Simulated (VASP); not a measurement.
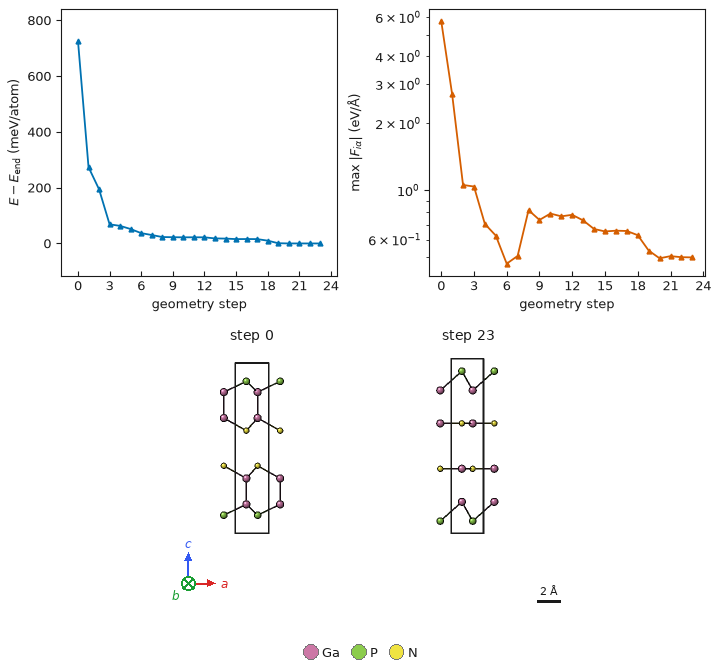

First and last geometry of a relaxation of crystalline Ga2PN (a generated structure, set up in P-3m1), with the history of the run. The picture is a ball-and-stick view of the cell of the calculation, seen along the b axis.

The run lets cell and atoms move.

Level of theory: VASP 6.6.1, Kohn-Sham DFT of a periodic cell, PBE, VASP PAW PBE potentials, recommended.

Input file:
```
SYSTEM = Ga2PN
PREC = Normal
ENCUT = 520
EDIFF = 1E-4
ISMEAR = 0
SIGMA = 0.15
LREAL = .False.
LASPH = .True.
NELM = 60
ALGO = Fast
ISIF = 3
LWAVE = .False.
LCHARG = .False.
GGA = PE
IBRION = 2
NSW = 24
EDIFFG = -0.08
KPAR = 2
```

Launched with:
```bash
cat potpaw_PBE.64/Ga_d/POTCAR potpaw_PBE.64/P/POTCAR potpaw_PBE.64/N/POTCAR > POTCAR
mpirun -np 2 vasp_std > vasp.out
```

> What do the curves and the structures tell?

The relaxation stopped without meeting its thresholds, so the last structure isn't shown to be converged. The energy falls by 726 meV per atom in 23 geometry steps. The largest force component goes from 5.8 to 0.5 eV/Å. Pressure: 6.45 GPa at the start and −0.86 GPa at the end. The largest moves relative to the cell, 0.72 Å, are those of Ga atoms. By element the largest moves are Ga 0.72 Å, P 0.56 Å, N 0.41 Å. The volume changes by −5.7 %, with a = b 3.398 → 3.259 Å (−4.1 %), c 14.836 → 15.208 Å (+2.5 %). Some distances before and after: P–P 3.741 → 2.861 Å, Ga–Ga 2.255 → 2.880 Å, Ga–N 2.250 → 1.882 Å, Ga–P 2.176 → 2.518 Å. Among the angles between lasting bonds that change: P–Ga–P 102.7° → 80.6°, Ga–P–Ga 102.7° → 80.6°, N–Ga–N 98.1° → 120.0°. The space group stays P-3m1 (No. 164).
